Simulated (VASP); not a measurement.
Band structure of NbN (space group Fm-3m). Computed with PBE GGA, VASP's PBE PAW potentials (set 64) (plane waves; VASP).

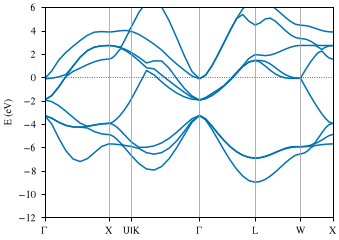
Figure. Bands along high-symmetry lines, zero at the valence-band maximum or, without a gap, the Fermi level

Task: Read the plot: is there a gap, and where are the band edges?

Result: It has no gap at this level: it comes out as a metal or semimetal.

The structure comes from a computed database's NbN entry; how it stands against other phases isn't given here. The cell was not relaxed at this level. VASP warned that the highest band is occupied, so more bands are needed.
